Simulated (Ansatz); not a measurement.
```sh
ansatz run in.yaml --threads 2 --pin off --events-out ev --progress --plain --max-ram 22528MiB --backend cuda --devices 0, --max-vram 18GiB
```

```yaml
crystal:
  periodic: [false, false, false]
  atoms:
    - {symbol: F, position_ang: [-0.652598, -1.793507, 0.026505]}
    - {symbol: C, position_ang: [-0.164594, -0.452020, 0.008215]}
    - {symbol: Si, position_ang: [0.174458, 0.046347, 1.804721]}
    - {symbol: Si, position_ang: [-1.513689, 0.625565, -0.772485]}
    - {symbol: Si, position_ang: [1.421092, -0.445536, -1.029234]}
    - {symbol: H, position_ang: [0.680989, 1.443760, 1.807385]}
    - {symbol: H, position_ang: [1.194524, -0.857106, 2.395254]}
    - {symbol: H, position_ang: [-1.080114, -0.033158, 2.595378]}
    - {symbol: H, position_ang: [-2.754636, 0.548167, 0.039642]}
    - {symbol: H, position_ang: [-1.021980, 2.027904, -0.804149]}
    - {symbol: H, position_ang: [-1.792568, 0.161237, -2.155247]}
    - {symbol: H, position_ang: [1.946988, 0.944412, -1.057756]}
    - {symbol: H, position_ang: [2.427827, -1.349636, -0.417272]}
    - {symbol: H, position_ang: [1.121301, -0.895931, -2.412259]}
basis:
  gaussian: {orbitals: def2-TZVPP}
correlation: {method: ccsd_t}
```

Work out the structure from the coordinates.

The molecule is CH9FSi3. Its SMILES string is `FC([SiH3])([SiH3])[SiH3]`. It has no ring. Among its groups: C–F bond, Si–H bond. This geometry has C3v symmetry. Coordination: 1 C tetrahedral; 3 Si tetrahedral.

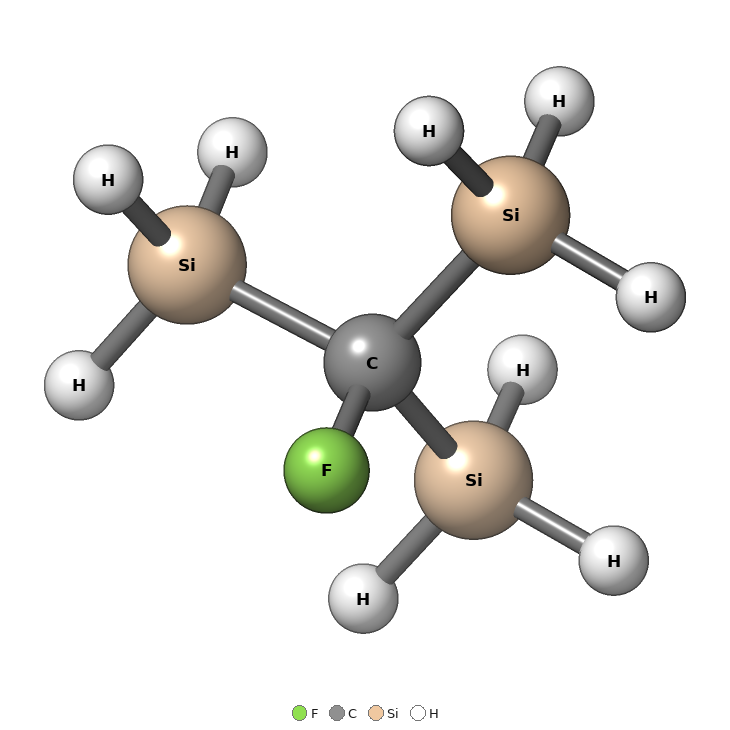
